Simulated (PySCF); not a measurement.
**InHSCl (SMILES [SH][In][Cl]): a chain of runs**

We compute a geometry optimisation (U-r2SCAN-D4/def2-SVPD), then the energy (UCCSD(T)/LANL08), then the vertical excitations (ADC(2)/LANL08) of InHSCl. Input form: a Python script.

Program for the calculation: PySCF 2.14.0.

1 further run of the same task is left out (for a faulty analytic Hessian).

### 1 The system as given

InHSCl: 4 atoms, total charge 0, spin state doublet. SMILES: `[SH][In][Cl]`. Geometry: a rough force-field guess. The run starts from this shape.

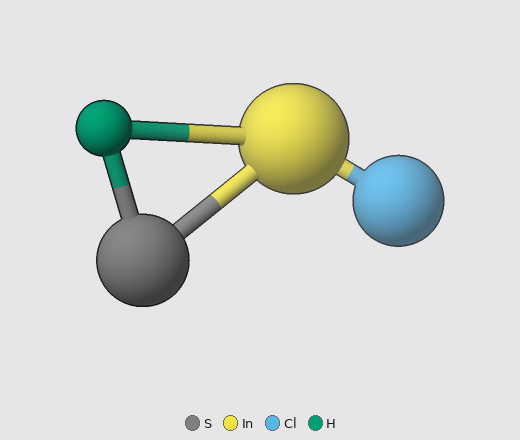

The structure, seen from a chosen angle (sulfur grey, indium yellow, chlorine blue, hydrogen teal).

### 2 A structure relaxation at U-r2SCAN-D4/def2-SVPD (density fitting, core potential) (run 1)

The input, input.xyz:

```xyz
4
ClHInS
S     -1.148200    -0.293600    -0.505500
In     0.828000     0.054700     0.182200
Cl     1.268100    -0.971900     0.814300
H     -0.892400     1.150400    -0.511300
```

The input, calc.py:

```python
from pyscf import gto, dft
from pyscf.geomopt.geometric_solver import kernel as optimise

molecule = gto.M(
    atom='input.xyz',
    charge=0,
    verbose=3,
    ecp={'In': 'def2-svp'},
    max_memory=1860,
    basis='def2-svpd',
    spin=1,
)

myscf = dft.UKS(molecule, xc='r2scan')
myscf = myscf.density_fit()
myscf.max_cycle = 100
myscf.disp = 'd4'
converged, mol_eq = optimise(myscf, maxsteps=100)
print('converged:', converged)
print(mol_eq.tostring())

myscf.reset(mol_eq)
molecule = mol_eq
myscf.kernel()
if not myscf.converged:
    myscf = myscf.newton().run(myscf.mo_coeff, myscf.mo_occ)
etot = myscf.e_tot
print('E(%s) = %.9f' % ('R2SCAN', etot))
```

Launch:

```console
OMP_NUM_THREADS=1 python calc.py
```

Standard output:

```text
maxiter                   100
[... 21 lines left out ...]
> Convergence Criteria:
[... 20 lines left out ...]
converged SCF energy = -1047.10135175015  <S^2> = 0.7529002  2S+1 = 2.0028981
[... 56 lines left out ...]
converged SCF energy = -1048.68373744219  <S^2> = 0.75323692  2S+1 = 2.0032343
[... 75 lines left out ...]
converged SCF energy = -1048.95262841824  <S^2> = 0.75600987  2S+1 = 2.0060009
[... 75 lines left out ...]
converged SCF energy = -1048.95511015471  <S^2> = 0.75592836  2S+1 = 2.0059196
[... 76 lines left out ...]
converged SCF energy = -1048.95512429558  <S^2> = 0.75588342  2S+1 = 2.0058748
[... 67 lines left out ...]
Converged! =D
[... 1 line left out ...]
converged: True
S          -1.52628686       -0.09998141       -0.59947745
In          0.74017510        0.48867248        0.19726421
Cl          1.96800071       -1.32694008        1.18984405
H          -1.78057999        1.15375964       -1.04401989

WARN: HOMO -0.603875949711635 >= LUMO -0.603875949711629

converged SCF energy = -1048.95512347457  <S^2> = 0.75590417  2S+1 = 2.0058955
E(R2SCAN) = -1048.955123475
```

It took 8.6 min on 1 thread of Arm Neoverse V1, shared host; peak memory 0.9 GiB.

Step by step:

```csv
step,energy from the first frame kept (eV),largest force (eV/Å)
0,0.0000,197.8819
1,-10.4606,160.1350
2,-35.0229,65.2268
3,-43.0589,34.7107
4,-47.4717,16.5954
5,-49.3659,7.9254
6,-50.1315,3.5146
7,-50.3758,1.4158
8,-50.4335,0.4853
9,-50.4420,0.1591
10,-50.4430,0.0801
11,-50.4433,0.0539
12,-50.4434,0.0616
13,-50.4435,0.0439
14,-50.4436,0.0275
15,-50.4437,0.0172
16,-50.4437,0.0179
17,-50.4437,0.0204
18,-50.4437,0.0166
```

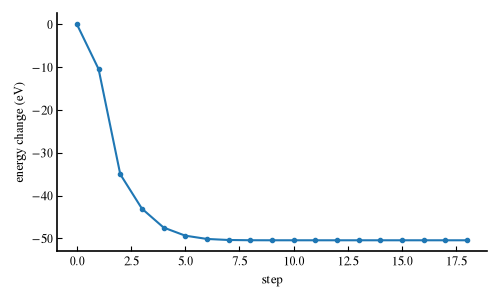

Energy along the run.

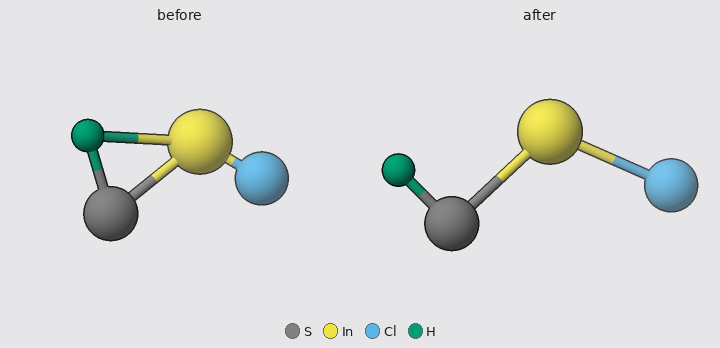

Before and after, at one scale.

After the run. Bond lengths: S1–In2 2.473 Å, In2–Cl3 2.406 Å, S1–H4 1.354 Å. Angles: S1–In2–Cl3 114.9°, In2–S1–H4 93.3°.

### 3 A single-point energy at UCCSD(T)/LANL08 (core potential) (run 3)

The input, geometry.xyz:

```xyz
4

S     -1.526287    -0.099981    -0.599477
In     0.740175     0.488672     0.197264
Cl     1.968001    -1.326940     1.189844
H     -1.780580     1.153760    -1.044020
```

The input, calc.py:

```python
# [SH][In][Cl]
from pyscf import gto, scf, cc

mol = gto.M(
    atom='geometry.xyz',
    max_memory=1860,
    verbose=4,
    spin=1,
    ecp={'S': 'lanl08', 'In': 'lanl08', 'Cl': 'lanl08'},
    basis={'default': 'lanl08', 'H': '6-311g**'},
)

mf = scf.UHF(mol)
mf.max_cycle = 100
mf.kernel()
if not mf.converged:
    mf = mf.newton().run(mf.mo_coeff, mf.mo_occ)

mycc = cc.CCSD(mf)
mycc.kernel()
e_t = mycc.ccsd_t()
etot = mycc.e_tot + e_t
print(f'total energy: {etot:.8f} hartree')
```

Launch:

```console
OMP_NUM_THREADS=1 python calc.py
```

Standard output:

```text
PySCF version 2.14.0

[... 88 lines left out ...]
converged SCF energy = -27.062670217619  <S^2> = 0.76666608  2S+1 = 2.0165972
[... 11 lines left out ...]
Init t2, MP2 energy = -0.124813355438015
[... 16 lines left out ...]
UCCSD converged
[... 2 lines left out ...]
total energy: -27.21493482 hartree
```

It took 8.1 s on 1 thread of Arm Neoverse V1, shared host; peak memory 0.23 GiB.

### 4 The excited states at ADC(2)/LANL08 (core potential, root kind ee) (run 4)

The input, input.py:

```python
from pyscf import gto, adc

mol = gto.M(
    atom='''
S   -1.526287  -0.099981  -0.599477
In   0.740175   0.488672   0.197264
Cl   1.968001  -1.326940   1.189844
H   -1.780580   1.153760  -1.044020
''',
    verbose=4,
    basis={'default': 'lanl08', 'H': '6-311g**'},
    spin=1,
    ecp={'S': 'lanl08', 'In': 'lanl08', 'Cl': 'lanl08'},
    max_memory=1860,
    charge=0,
)

mf = mol.UHF()
mf = mf.newton()
mf.kernel()

myadc = adc.ADC(mf)
myadc.method = 'adc(2)'

myadc.method_type = 'ee'
e, vec, osc, x = myadc.kernel(nroots=4)

roots = e * 27.211386
print('root  energy (eV)  strength')
for i, (w, f) in enumerate(zip(roots, osc), 1):
    print('%3d %10.4f %10.5f' % (i, w, f))
```

Launch:

```console
OMP_NUM_THREADS=1 python input.py
```

Standard output:

```text
PySCF version 2.14.0

[... 62 lines left out ...]
converged SCF energy = -27.0626702176121  <S^2> = 0.76666526  2S+1 = 2.0165964
[... 15 lines left out ...]
******** <class 'pyscf.adc.uadc_ee.UADCEE'> ********
max_space = 200
max_cycle = 50
conv_tol = 1e-08
tol_residual = 1e-05

*************************************************************
                   ADC calculation summary
*************************************************************
adc(2) root 0  |  Energy (Eh) =   0.0908086023  |  Energy (eV) =   2.47102793  |  Osc. strength = 0.00155974  |  conv = True
adc(2) root 1  |  Energy (Eh) =   0.1197525058  |  Energy (eV) =   3.25863166  |  Osc. strength = 0.03649016  |  conv = True
adc(2) root 2  |  Energy (Eh) =   0.1328538025  |  Energy (eV) =   3.61513610  |  Osc. strength = 0.06269181  |  conv = True
adc(2) root 3  |  Energy (Eh) =   0.1462522871  |  Energy (eV) =   3.97972744  |  Osc. strength = 0.02217657  |  conv = True
root  energy (eV)  strength
  1     2.4710    0.00156
  2     3.2586    0.03649
  3     3.6151    0.06269
  4     3.9797    0.02218
```

Run time: 4.5 s. Hardware: 1 thread of Arm Neoverse V1, shared host; peak memory 0.26 GiB.

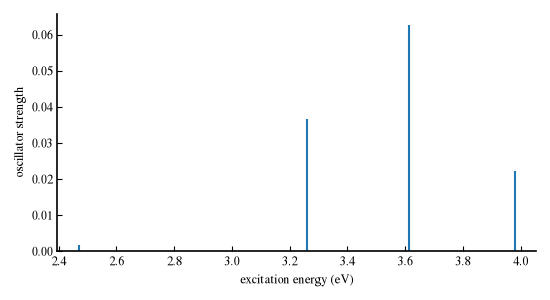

Vertical excitations as sticks.

The roots found:

```
excited state  energy (eV)  strength
            1        2.471    0.0016
            2        3.259    0.0365
            3        3.615    0.0627
            4        3.980    0.0222
```

### 5 Results

| quantity | value |
| --- | --- |
| run 1, U-r2SCAN-D4/def2-SVPD: total energy at the end | -1048.95512 Eh |
| run 1, U-r2SCAN-D4/def2-SVPD: dipole moment | 3.48 D |
| run 1, U-r2SCAN-D4/def2-SVPD: HOMO energy (highest over α and β) | -6.23 eV |
| run 1, U-r2SCAN-D4/def2-SVPD: LUMO energy (lowest over α and β) | -4.87 eV |
| run 1, U-r2SCAN-D4/def2-SVPD: dispersion energy | -2.14 kJ/mol |
| run 1, U-r2SCAN-D4/def2-SVPD: ⟨S²⟩ | 0.756 |
| run 3, UCCSD(T)/LANL08: total energy | -27.21493 Eh |
| run 3, UCCSD(T)/LANL08: dipole moment (Hartree–Fock density) | 5.38 D |
| run 3, UCCSD(T)/LANL08: HOMO energy (Hartree–Fock orbitals) (highest over α and β) | -9.37 eV |
| run 3, UCCSD(T)/LANL08: LUMO energy (Hartree–Fock orbitals) (lowest over α and β) | -1.18 eV |
| run 3, UCCSD(T)/LANL08: correlation energy | -152.3 mEh |
| run 3, UCCSD(T)/LANL08: (T) correction | -3.25 mEh |
| run 3, UCCSD(T)/LANL08: ⟨S²⟩ of the reference determinant | 0.767 |
| run 3, UCCSD(T)/LANL08: T1 diagnostic | 0.019 |
| run 4, ADC(2)/LANL08: dipole moment (Hartree–Fock density) | 5.38 D |
| run 4, ADC(2)/LANL08: HOMO energy (Hartree–Fock orbitals) (highest over α and β) | -9.37 eV |
| run 4, ADC(2)/LANL08: LUMO energy (Hartree–Fock orbitals) (lowest over α and β) | -1.18 eV |
| run 4, ADC(2)/LANL08: correlation energy | -124.8 mEh |
| run 4, ADC(2)/LANL08: ⟨S²⟩ of the reference determinant | 0.767 |
| run 4, ADC(2)/LANL08: lowest excitation energy | 2.47 eV |

The optimisation (run 1, U-r2SCAN-D4/def2-SVPD) took 18 steps and changed the energy by -50.444 eV. The triples (run 3, UCCSD(T)/LANL08) make up 2.1 % of the correlation energy. The brightest of the 4 transitions from the ground state lies at 3.62 eV (343 nm, f = 0.063); the lowest, at 2.47 eV, has f = 0.002.
